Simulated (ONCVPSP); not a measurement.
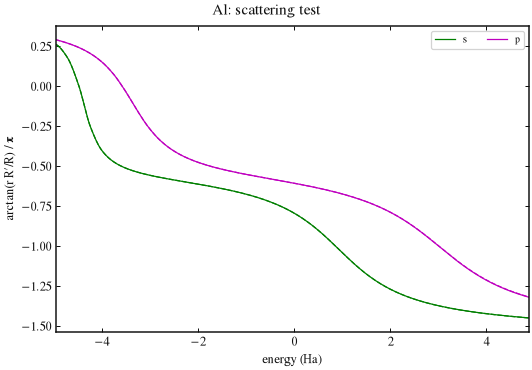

Unwrapped phase arctan(r R′/R) in units of π against energy, all-electron (solid) and pseudo (dashed); the pseudo phase is matched to the all-electron one at the reference energy. Here R(r) is the radial function.

```
Element                 : Al
Generator               : ONCVPSP 4.0.1
Type                    : optimised norm-conserving Vanderbilt (ONCV)
Functional              : LDA (Perdew-Zunger)
Relativity              : scalar-relativistic
Frozen core             : [He]
Valence charge          : 11
Reference configuration : 2s2 2p6 3s2 3p1
Partial waves           : 2s+3s: rc 1.25 bohr, ncon 4, nbas 9, qcut 7.3 1/bohr, 2 projectors; 2p+3p: rc 1.05 bohr, ncon 5, nbas 9, qcut 10.9 1/bohr, 2 projectors
Local potential         : polynomial inside 0.95 bohr (lpopt 5, dvloc0 0 Ha)
Core correction         : Teter function, fcfact 4.75, rcfact 1.15
```

Q: Does the potential have spurious states?

A: The plot shows none: the two phases stay within 0.01 rad of each other in all channels drawn. The separate test gives: no bound ghost flagged; no localised positive-energy state flagged.

Q: List the energies at which the logarithmic derivative diverges. (There the phase passes a half-integer multiple of π.)

A: s: all-electron at -3.6 Ha, pseudo at -3.6 Ha; p: all-electron at -1.8 Ha, pseudo at -1.8 Ha.

Q: How far from the reference energy is each channel transferable, at a tolerance of 0.05 rad?

A: s: over the whole range drawn; p: over the whole range drawn.
